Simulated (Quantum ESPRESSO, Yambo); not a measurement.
# A GW chain in Yambo: PtSe2 (1T monolayer), part 2 of 2

Wanted: ground state, empty states, screening and self-energy for PtSe2 (1T monolayer).

Quantum ESPRESSO 7.5 and Yambo 5.3.0; PBE and many-body steps on it, plane waves. Known limits of the many-body steps: not at the basis limit; no spin polarisation; d states lean on the start; no spin-orbit coupling.

So far. Step 2 (Ground state): The gap is indirect, with the least direct gap 0.10 eV higher. Step 3 (Empty states on the mesh, 6×6×1 mesh, 118 bands): On this mesh the gap is 1.671 eV. The earlier step found 1.396 eV, so this mesh misses an edge.

### Step 4. Conversion and set-up

This step: Yambo 5.3.0; conversion and set-up on PBE, plane waves, norm-conserving pseudopotentials.

The states are converted to the many-body program's format and the q mesh is built.

Launch:

```bash
(cd o/x.save; p2y > p2y.log; mv SAVE ../..); yambo > setup.log
```

The program printed:

```text
 Yambo, version 5.3.0

 [02] CORE Variables Setup
 =========================

  [02.01] Unit cells
  ==================

  Cell kind             :  HCP
  Atoms in the cell     :  Pt  Se
  number of Pt atoms    :  1
  number of Se atoms    :  2

  List of atomic masses
  Mass of Pt    :  195.0800
  Mass of Se    :  78.97100

  List of atomic coordinates    : [cc]
  Pt1       :   0.00000   0.00000  14.17295  order 1
  Se1       : -0.41743E-09   4.0927       16.638      order 2
  Se2       :   3.54438   2.04635  11.70755  order 3

  Alat factors          :   7.08876   6.13904  28.34589 [a.u.]
  Direct lattice volume :   1233.56    [a.u.]
  Direct lattice vectors:  A[ 1 ]  A[ 2 ]  A[ 3 ]
   A[ 1 ]:  1.000000  0.000000  0.000000  [iru]
   7.088757  0.000000  0.000000  [cc]
   A[ 2 ]: -0.500000  1.000000  0.000000  [iru]
  -3.544379  6.139044  0.000000  [cc]
   A[ 3 ]:  0.000000  0.000000  1.000000  [iru]
    0.00000   0.00000  28.34589  [cc]

  Recip. lattice volume :  0.201085 [a.u.]
  Recip. lattice vectors:  B[ 1 ]  B[ 2 ]  B[ 3 ]
   B[ 1 ]:  1.000000  0.500000  0.000000  [iku]
   0.886359  0.511740 -0.000000  [cc]
   B[ 2 ]:  0.000000  1.000000  0.000000  [iku]
   0.000000  1.023479  0.000000  [cc]
   B[ 3 ]:  0.000000  0.000000  1.000000  [iku]
   0.000000 -0.000000  0.221661  [cc]

  [02.02] Symmetries
  ==================

  Inversion symmetry    : yes
  Spatial inversion     : yes
  Inversion index       :   7
  K-space Time-reversal : no
  Magnetic symmetries   : no
  Group table correct   : yes
  Symmetries units      :  [cc]

   [S  1]:   1.0000       0.0000       0.0000     -0.10464E-15   1.0000       0.0000       0.0000       0.0000       1.0000
   [S  2]:   1.0000       0.0000       0.0000      0.30782E-10  -1.0000       0.0000       0.0000       0.0000      -1.0000
   [S  3]: -0.500000  0.866025  0.000000 -0.866025 -0.500000  0.000000  0.000000  0.000000  1.000000
[...]
[S 11]:  0.500000  0.866025  0.000000  0.866025 -0.500000  0.000000  0.000000  0.000000  1.000000
   [S 12]:  0.500000 -0.866025  0.000000 -0.866025 -0.500000  0.000000  0.000000  0.000000  1.000000

  [02.03] Reciprocal space
  ========================

  nG shells         :   7736
  nG charge         :  176333
  nG WFs            :  25883
  nC WFs            :  22140
  G-vecs. in first 80 shells:  [ Number ]
     1    3    5    7    9   15   27   29   41
    53   55   67   79   81   93   99  101  113
   125  137  149  161  163  169  181  193  205
[...]
787   811   823   835   847   871   883   889
  ...
  Shell energy in first 80 shells:  [ mHa ]
[...]
4543.85      4550.69      4551.71      4675.55      4713.80      4738.36      4812.06      4815.10      4870.06
    4934.90      5067.61      5106.87      5108.89      5238.56      5327.97      5338.86      5527.54      5598.20
[...]
K/Q-points units:
  rlu = crystal or reduced units; cc = cartesian coordinates; iku = interal k-units

  K [1]          [rlu]:  0.000000  0.000000  0.000000
         WF components:  22125
  K [2]          [rlu]:  0.000000  0.166667  0.000000
         WF components:  22126
  K [3]          [rlu]:  0.000000  0.333333  0.000000
         WF components:  22140
  K [4]          [rlu]:  0.000000 -0.500000  0.000000
         WF components:  21988
  K [5]          [rlu]:  0.166667  0.166667  0.000000
         WF components:  22093
  K [6]          [rlu]:  0.166667  0.333333  0.000000
         WF components:  22052
  K [7]          [rlu]:  0.333333  0.333333  0.000000
         WF components:  22038

  [02.05] Energies & Occupations
  ==============================

  [X] === General ===
  [X] Electronic Temperature                        :  0.000000  0.000000 [eV K]
  [X] Bosonic    Temperature                        :  0.000000  0.000000 [eV K]
  [X] Finite Temperature mode                       : no
  [X] El. density                                   :  0.36106E+24 [cm-3]
  [X] Fermi Level                                   :  0.560807 [eV]

  [X] === Gaps and Widths ===
  [X] Conduction Band Min                           :  1.671473 [eV]
  [X] Valence Band Max                              :  0.000000 [eV]
  [X] Filled Bands                                  :   33
  [X] Empty Bands                                   :   34  118
  [X] Direct Gap                                    :  1.742778 [eV]
  [X] Direct Gap localized at k                     :  2
  [X] Indirect Gap                                  :  1.671473 [eV]
  [X] Indirect Gap between kpts                     :   5   2
  [X] Last valence band width                       :  1.322097 [eV]
  [X] 1st conduction band width                     :  1.289813 [eV]

  E @ K [1]:  [eV]
  -207.6882 -207.6882 -147.1756 -147.1756 -147.1756 -147.1756 -147.1296 -147.1296
[...]
occ @ K [1]
[...]
E @ K [2]:  [eV]
[...]
occ @ K [2]
[...]
E @ K [3]:  [eV]
[...]
occ @ K [3]
[...]
E @ K [4]:  [eV]
[...]
occ @ K [4]
[...]
E @ K [5]:  [eV]
[...]
occ @ K [5]
[...]
E @ K [6]:  [eV]
[...]
occ @ K [6]
[...]
E @ K [7]:  [eV]
[...]
occ @ K [7]
[...]
0.000000  0.000000  0.000000  0.000000  0.000000  0.000000  0.000000  0.000000
   0.000000  0.000000  0.000000  0.000000  0.000000  0.000000  0.000000  0.000000

 [03] Transferred momenta grid and indexing
 ==========================================

 IBZ Q-points                                      :   7
 BZ  Q-points                                      :   36

 K/Q-points units:
 rlu = crystal or reduced units; cc = cartesian coordinates; iku = interal k-units

 Q [1]          [rlu]:  0.000000  0.000000  0.000000
 Q [2]          [rlu]: -0.20139E-16  0.16667       0.0000
 Q [3]          [rlu]: -0.40278E-16  0.33333       0.0000
 Q [4]          [rlu]:  0.60417E-16 -0.50000       0.0000
 Q [5]          [rlu]:  0.166667  0.166667  0.000000
 Q [6]          [rlu]:  0.166667  0.333333  0.000000
 Q [7]          [rlu]:  0.333333  0.333333  0.000000

  [03.01] X indexes
  =================

   [03.01.01] Sigma indexes
   ========================

 [06] Game Over & Game summary
```

The job ended after 3.9 s (1 MPI rank of Arm Neoverse V1, shared host; peak memory 0.27 GiB).

### Step 5. Screening and self-energy, 6×6×1 mesh, 118 bands, screening to 108.8 eV

G0W0 replaces the xc potential by the self-energy, built once from these orbitals. Only a window of levels is corrected, while the sums run over the empty bands that the input names.

This step: G0W0 on PBE, plane waves, norm-conserving pseudopotentials.

Input file gw1.in:

```
HF_and_locXC
gw0
dyson
ppa
em1d
rim_cut
rim_w
RandQpts= 3000000
RandGvec= 100 RL
CUTGeo= "slab z"
RandGvecW= 9 RL
EXXRLvcs= 104 Ry
VXCRLvcs= 416 Ry
Chimod= "HARTREE"
% BndsRnXp
 1 | 118 |
%
NGsBlkXp= 8 Ry
% LongDrXp
 1 | 1 | 0 |
%
% GbndRnge
 1 | 118 |
%
DysSolver= "n"
ExtendOut
PPAPntXp= 27.21138 eV
% QPkrange
 5 | 5 | 32 | 35 |
 2 | 2 | 32 | 35 |
 1 | 1 | 32 | 35 |
%
```

Launch:

```bash
OMP_NUM_THREADS=2 mpirun -n 2 yambo -F gw1.in -J gw1 -C gw1 > gw1.log
```

The program printed:

```text
 Yambo, version 5.3.0

 [02] CORE Variables Setup
 =========================

  [... cell, symmetries and grids as in the set-up ...]

  [02.05] Energies & Occupations
  ==============================

  [X] === General ===
  [X] Electronic Temperature                        :  0.000000  0.000000 [eV K]
  [X] Bosonic    Temperature                        :  0.000000  0.000000 [eV K]
  [X] Finite Temperature mode                       : no
  [X] El. density                                   :  0.36106E+24 [cm-3]
  [X] Fermi Level                                   :  0.560807 [eV]

  [X] === Gaps and Widths ===
  [X] Conduction Band Min                           :  1.671473 [eV]
  [X] Valence Band Max                              :  0.000000 [eV]
  [X] Filled Bands                                  :   33
  [X] Empty Bands                                   :   34  118
  [X] Direct Gap                                    :  1.742778 [eV]
  [X] Direct Gap localized at k                     :  2
  [X] Indirect Gap                                  :  1.671473 [eV]
  [X] Indirect Gap between kpts                     :   5   2
  [X] Last valence band width                       :  1.322097 [eV]
  [X] 1st conduction band width                     :  1.289813 [eV]

 [03] Transferred momenta grid and indexing
 ==========================================

 IBZ Q-points                                      :   7
 BZ  Q-points                                      :   36

 K/Q-points units:
 rlu = crystal or reduced units; cc = cartesian coordinates; iku = interal k-units

 Q [1]          [rlu]:  0.000000  0.000000  0.000000
 Q [2]          [rlu]: -0.20139E-16  0.16667       0.0000
 Q [3]          [rlu]: -0.40278E-16  0.33333       0.0000
 Q [4]          [rlu]:  0.60417E-16 -0.50000       0.0000
 Q [5]          [rlu]:  0.166667  0.166667  0.000000
 Q [6]          [rlu]:  0.166667  0.333333  0.000000
 Q [7]          [rlu]:  0.333333  0.333333  0.000000

 [04] Coloumb potential Random Integration (RIM)
 ===============================================

 Performing RIM of v_slab

  [04.01] RIM initialization
  ==========================

  * Diagonal components only detected *

  8 x (sBL volume)        :  0.044685 [a.u.]
  sBZ random points       :  3000000
  Points outside the sBZ  :  24000829
  RL volume               :  0.201085 [a.u.]
  Integrated volume       :  0.201078 [a.u.]

  [04.02] RIM integrals
  =====================

  Gamma point sphere radius             :  0.040053 [a.u.]
  Points outside the sphere             :  2398884
  [Int_sBZ(q=0) 1/q^2]*(Vol_sBZ)^(-1/3) =:  7.507497
                                 should be <:  7.795600

  Summary of Coulomb integrals for non-metallic bands |Q|[au] RIM/Bare

  Q [1] 0.100000E-4 0.963043 * Q [2] 0.170580 1.006765
  Q [5] 0.295453 1.027083 * Q [3] 0.341160 1.025122
  Q [6] 0.451312 1.018067 * Q [4] 0.511740 1.014812
  Q [7] 0.590906 1.011371
  Non-periodic chartesian directions : none
  Optical renormalization            :  28.34589 [au]
  Polarizability dimension           : length

 [05] Coloumb potential CutOffslab
 =================================

 Cut directionsZ
 Slab Cutoff:Z
 Symmetry test passed : yes

 [06] Dipoles
 ============

  [06.01] Setup: observables and procedures
  =========================================

  [WARNING] [x,Vnl] slows the Dipoles computation. To neglect it rename the ns.kb_pp file

 [07] Dynamic Dielectric Matrix (PPA)
 ====================================

 [WR./gw1//ndb.pp]---------------------------------------------------------------
  Brillouin Zone Q/K grids (IBZ/BZ)                :    7   36    7   36
  RL vectors                                       :  25897 [WF]
  Coulomb cutoff potential                         : slab z
  Electronic Temperature                           :  0.000000 [K]
  Bosonic    Temperature                           :  0.000000 [K]
  PPA    diel. fun.  energies                      : Perdew, Burke & Ernzerhof(X)+Perdew, Burke & Ernzerhof(C)
  wavefunctions                                    : Perdew, Burke & Ernzerhof(X)+Perdew, Burke & Ernzerhof(C)
  Global Gauge                                     : length
  X matrix size                                    :   475
  X band range                                     :    1  118
  X e/h energy range                               : -1.000000 -1.000000 [eV]
  X Time ordering                                  : R
  X Hxc Kernel                                     : HARTREE
  X Drude frequency                                :  0.000000  0.000000
  X poles                                          :  100.0000 [o/o]
  RL vectors in the sum                            :  25897
  [r,Vnl] included                                 : yes
  Field direction                                  :  0.707107E-5  0.707107E-5   0.00000
  BZ energy Double Grid                            : no
  BZ energy DbGd points                            : 0
  BZ Q point size factor                           : -1.000000
  X Optical Averaged directions                    : none

 [08] Local Exchange-Correlation + Non-Local Fock
 ================================================

 [VXC] Plane waves :  176333
 [EXS] Plane waves :  22149

 QP @ state[ 1 ] K range:  1  2
 QP @ state[ 1 ] b range:   32   35
 QP @ state[ 2 ] K range:   5   5
 QP @ state[ 2 ] b range:   32   35

 [xc] Functional : Perdew, Burke & Ernzerhof(X)+Perdew, Burke & Ernzerhof(C)
 [xc] LIBXC used to calculate xc functional
  PP Number of Atomic Species                      :  2
  NLCC RL compoments                               :  176333
  PP Number of Atomic Species                      :  2
  NLCC RL compoments                               :  176333

 [xc] E_xc :  -62.08773 [Ha]
      E_xc :  -124.1755 [Ry]

  Local XC kind (lXC) : Perdew, Burke & Ernzerhof(X)+Perdew, Burke & Ernzerhof(C)
  Non-Local XC kind (nlXC) : Hartree-Fock

  Corrections @ K [1] :  [eV]
 <32|nlXC|32> = -16.52051  0.40271E-17 <32|lXC|32> = -14.96917  0.000000
 <33|nlXC|33> = -16.52051 -0.92707E-17 <33|lXC|33> = -14.96918 -0.18882E-15
 <34|nlXC|34> = -14.18280  0.30193E-17 <34|lXC|34> = -17.79637 -0.13276E-16
 <35|nlXC|35> = -14.18284 -0.43925E-18 <35|lXC|35> = -17.79648  0.37763E-15

  Corrections @ K [2] :  [eV]
 <32|nlXC|32> = -16.42735  0.81745E-17 <32|lXC|32> = -14.47377  0.35403E-16
 <33|nlXC|33> = -17.76575  0.15309E-16 <33|lXC|33> = -15.82276  0.000000
 <34|nlXC|34> = -13.42767 -0.48242E-17 <34|lXC|34> = -16.42150  0.14161E-15
 <35|nlXC|35> = -13.69921 -0.76070E-19 <35|lXC|35> = -17.32081 -0.37763E-15

  Corrections @ K [5] :  [eV]
 <32|nlXC|32> = -20.67706 -0.25417E-17 <32|lXC|32> = -17.50624  0.000000
 <33|nlXC|33> = -17.51145  0.15094E-17 <33|lXC|33> = -15.41058  0.000000
 <34|nlXC|34> = -12.70565 -0.23517E-18 <34|lXC|34> = -15.96921  0.13276E-16
 <35|nlXC|35> = -13.40888  0.67550E-18 <35|lXC|35> = -16.71134 -0.82607E-16

 [09] Dyson equation: Newton solver
 ==================================

  [09.01] RIM-W interpolation
  ===========================

  [WARNING] RIM-W works only for 2D semiconductors with slab cutoff
  Found compatible q grid: 2D
  q_min[ 1 ]:  0.16667      0.12991E-11   0.0000     [rlu]
   0.166667  0.083333  0.000000 [iku]
  q_min[ 2 ]:  0.20139E-16  0.16667       0.0000     [rlu]
   0.20139E-16  0.16667       0.0000     [iku]
  G-vectors :   9
  G-vectors loaded:   63
  Number of interpolated frequencies:  2

  Evaluating coefficients q = 0
  Evaluating coefficients q = 0

  [09.02] RIM-W integrals
  =======================

  8 x (sBL volume)        :  0.044685 [a.u.]
  sBZ random points       :  3000000
  Points outside the sBZ  :  24000829
  RL volume               :  0.201085 [a.u.]
  Integrated volume       :  0.201078 [a.u.]

  [09.03] RIM integrals
  =====================

  Comparison between head Wc = W - v averages: < Wc > [au] RIM-W/RIM

   < -Wc [Q = 1] > 0.380103E-1 0.570749E-4 * < -Wc [Q = 2] > 0.005776 0.005600
   < -Wc [Q = 3] > 0.001059 0.001037 * < -Wc [Q = 4] > 0.355495E-3 0.351776E-3
   < -Wc [Q = 5] > 0.001549 0.001514 * < -Wc [Q = 6] > 0.501093E-3 0.495048E-3
   < -Wc [Q = 7] > 0.230386E-3 0.227734E-3

  Comparison between head Wc = W - v averages: < Wc > [au] RIM-W/RIM

   < -Wc [G = 1,G`=0] > 0.380103E-1 0.570749E-4 * < -Wc [G = 2,G`=0] >-0.002073 0.000000
   < -Wc [G = 3,G`=0] >-0.002073 0.000000 * < -Wc [G = 4,G`=0] > 0.759440E-5  0.00000
   < -Wc [G = 5,G`=0] > 0.763386E-5  0.00000 * < -Wc [G = 6,G`=0] > 0.135458E-3  0.00000
   < -Wc [G = 7,G`=0] > 0.135427E-3  0.00000 * < -Wc [G = 8,G`=0] >-0.248599E-4  0.00000
   < -Wc [G = 9,G`=0] >-0.248610E-4  0.00000

 [10] G0W0 (W PPA)
 =================

 [  GW  ] Bands range     :    1  118
 [GW/PPA] G damping       :  0.100000 [eV]

 QP @ state[ 1 ] K range:  1  2
 QP @ state[ 1 ] b range:   32   35
 QP @ state[ 2 ] K range:   5   5
 QP @ state[ 2 ] b range:   32   35

  Sc/G bands                                       :    1  118
  Sc/G damping                                     :  0.100000 ev
  Sc bands terminator                              : no
  Sx RL components                                 :  22149

  QP @ state[ 1 ] K range                          :  1  2
  QP @ state[ 1 ] b range                          :   32   35
  QP @ state[ 2 ] K range                          :   5   5
  QP @ state[ 2 ] b range                          :   32   35
  GF energies kind                                 : Perdew, Burke & Ernzerhof(X)+Perdew, Burke & Ernzerhof(C)
  GF WF`s kind                                     : Perdew, Burke & Ernzerhof(X)+Perdew, Burke & Ernzerhof(C)
  Xs energies kind                                 : Perdew, Burke & Ernzerhof(X)+Perdew, Burke & Ernzerhof(C)
  Xs WF`s kind                                     : Perdew, Burke & Ernzerhof(X)+Perdew, Burke & Ernzerhof(C)

 [14] Game Over & Game summary
```

Wall time 8.3 min (2 MPI ranks); peak memory 2.9 GiB; 27 min of CPU time.

This step gave:

```yaml
g0w0_gap_on_the_points_computed: 2.766 eV
starting_gap_on_the_mesh: 1.671 eV
k_of_the_valence_top: 0.1667, 0.1667, 0
k_of_the_conduction_bottom: 0, 0.1667, 0
least_direct_g0w0_gap_on_the_computed_points: 2.789 eV
z_at_the_valence_top: 0.7421
z_at_the_conduction_bottom: 0.7465
```

The gap on the mesh goes from 1.67 eV to 2.77 eV, a correction of +1.09 eV. The start differs from the 1.40 eV found before because the two sample other k points.

Limits: finite bands, cutoff and mesh; no spin polarisation; d states lean on the start; no spin-orbit coupling. v1 is the top filled band, c1 the lowest empty one. Levels before and after the correction, in eV, zero at the valence-band top of each column:

```
           conduction bottom  valence top
Kohn-Sham               1.67         0.00
     G0W0               2.77         0.00
```

```
                        level  energy (eV)
Kohn-Sham      (0 0.167 0) v2       -0.122
Kohn-Sham      (0 0.167 0) v1       -0.071
Kohn-Sham      (0 0.167 0) c1        1.671
Kohn-Sham      (0 0.167 0) c2        2.654
Kohn-Sham  (0.167 0.167 0) v2       -0.660
Kohn-Sham  (0.167 0.167 0) v1        0.000
Kohn-Sham  (0.167 0.167 0) c1        1.806
Kohn-Sham  (0.167 0.167 0) c2        1.841
     G0W0      (0 0.167 0) v2       -0.196
     G0W0      (0 0.167 0) v1       -0.023
     G0W0      (0 0.167 0) c1        2.766
     G0W0      (0 0.167 0) c2        3.915
     G0W0  (0.167 0.167 0) v2       -0.531
     G0W0  (0.167 0.167 0) v1        0.000
     G0W0  (0.167 0.167 0) c1        2.901
     G0W0  (0.167 0.167 0) c2        2.984
```

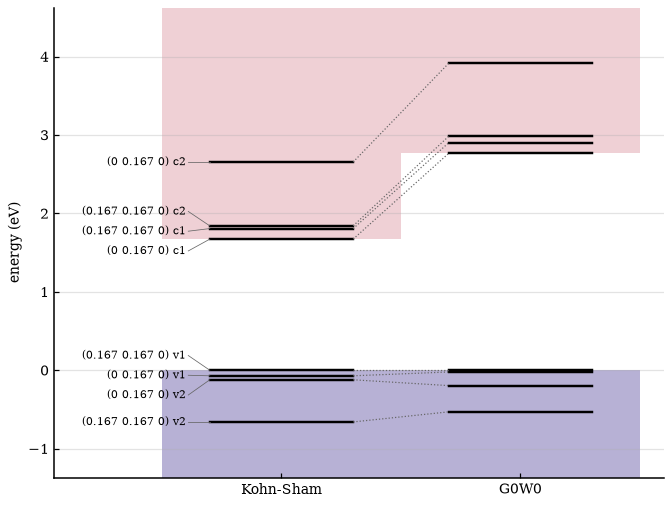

Levels before and after the correction. Shaded: valence and conduction bands.

### Step 6. Where the time went

Times are wall times on the hardware named with each run, good to a factor of about two.

```
                     step     time  share  memory (GiB)
             ground state     50 s    8 %          0.97
 empty states on the mesh     55 s    9 %           1.3
    conversion and set-up    3.9 s    1 %          0.27
screening and self-energy  8.3 min   82 %           2.9
```

### Step 7. Summary of results

| Property | Result |
| --- | --- |
| PBE gap | 1.40 eV, indirect |
| G0W0 gap on the mesh | 2.77 eV |
| G0W0 gap over the zone (rigid shift) | 2.49 eV |
| GW settings | 6×6×1 mesh, 118 bands, screening to 108.8 eV, Godby-Needs plasmon pole |
| known limits | not at the basis limit; no spin polarisation; d states lean on the start; no spin-orbit coupling |

G0W0 moves the gap on the mesh from 1.67 eV to 2.77 eV (+1.09 eV), with Z of 0.74 and 0.75 at the edges. The mesh misses the band edges by 0.28 eV in all; a rigid shift gives 2.49 eV for the zone. Only 3 of the mesh's irreducible points were corrected, so a valley elsewhere could overtake. The dearest step here is «screening and self-energy». Against experiment, by G0W0@PBE: the gap of 2.49 eV lies +0.59 eV from the measured 1.9 ± 0.05 eV (electronic, 8.5 K, on bilayer graphene on SiC(0001), 2023); the gap of 2.49 eV lies +0.49 eV from the measured 2 ± 0.1 eV (electronic, 77 K, on HOPG, 2021); the gap of 2.49 eV lies +0.54 eV from the measured 1.95 ± 0.05 eV (electronic, on bilayer graphene on SiC(0001), 2023). The computed sheet is free-standing; a substrate or cover screens it further and lowers both gap and binding, while the exciton line moves little. The calculation has static nuclei and no excitons; a measured gap holds zero-point and thermal motion, which mostly lowers it. With atoms this heavy the missing spin-orbit coupling can matter too. Bands and cutoff are finite, so the gap is not at the basis limit. The miss can reach some tenths of an eV and take either sign; the mesh is an error of its own. In the G0W0 run levels were corrected at 3 k points alone, so a gap called «on the mesh» is the least over those, and an edge elsewhere would be missed. A denser mesh or path gives a starting gap of 1.40 eV: the GW mesh misses a band edge, so its gaps are not the fundamental one. The runs have no spin polarisation. For a closed low-spin shell that is the natural state; where a d or f shell is open it is a constraint, and the gap is then not the crystal's own. With d states at the gap, one-shot GW leans hard on its start.

[Paths, hosts, dates, memory and timing lines, banners, echoed tables and standing remarks are left out of the program output.]

[Logs are printed without paths, hosts, clocks, repeated set-up lines and the standing remarks that a program may print on its own settings, such as how far it seeks lower states.]

[Runs of the session that timed out or met a known fault of the program may be left out.]

[Hosts, paths, dates, database ids (printed as entryN), source tags and the programs' standing remarks are cut or masked in the printed files.]
